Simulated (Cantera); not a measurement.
Charge: 1 mol SiO2, 0.25 mol MgO, 54 mol H2, held at 1 atm.

These are equilibrium values from Cantera (NASA tables, ideal gas, pure condensed phases), not measurements of a reactor. Candidate condensed phases: H2O, Mg, MgO, Mg(OH)2, MgSiO3, Mg2SiO4, Si, SiO2; 24 gas species. Mutual solubility and eutectic melting of coexisting phases are not modelled. The tables hold silica as quartz up to 1696 K and as liquid above; real silica turns to tridymite and cristobalite and melts near 1996 K. Condensed phases not in the tables: alloys, solid solutions and most ternary compounds. Rates play no part.

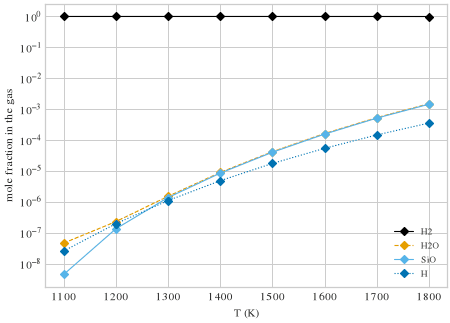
Equilibrium gas composition (values under 1e-9 drawn at 1e-9)

From 1100 K to 1600 K the condensed part is MgSiO3(s) + SiO2(β-quartz). From 1700 K to 1800 K the condensed part is MgSiO3(s) + SiO2(condensed). The main Si-bearing gas is SiH4 at 1100 K and SiO at 1800 K.
